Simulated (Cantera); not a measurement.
Charge: 1 mol Si, 0.46 mol CO, 56 mol H2, 0.83 mol H2O, at 101000 Pa.

Method: chemical equilibrium by Gibbs-energy minimisation in Cantera with the NASA 1993 tables (ideal gas, pure condensed phases). Candidate condensed phases: C, C6H6, C7H8, C8H18, H2O, Si, SiC, SiO2; 123 gas species. Mutual solubility and eutectic melting of coexisting phases are not modelled. The tables hold silica as quartz up to 1696 K and as liquid above; real silica turns to tridymite and cristobalite and melts near 1996 K. Gases not in the tables: Si2H6 and higher silanes. Rates play no part.

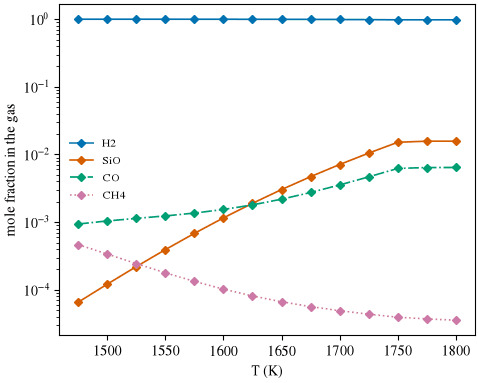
Figure: Equilibrium gas composition (values under 1e-9 drawn at 1e-9)

From 1475 K to 1675 K the condensed part is SiC(s) + SiO2(β-quartz). From 1700 K to 1750 K the condensed part is SiC(s) + SiO2(condensed). From 1775 K to 1800 K the condensed part is SiC(s). The main Si-bearing gas is SiO throughout. The share of Si in condensed phases is highest at 1475 K (99.6 %) and lowest at 1800 K (8.4 %).
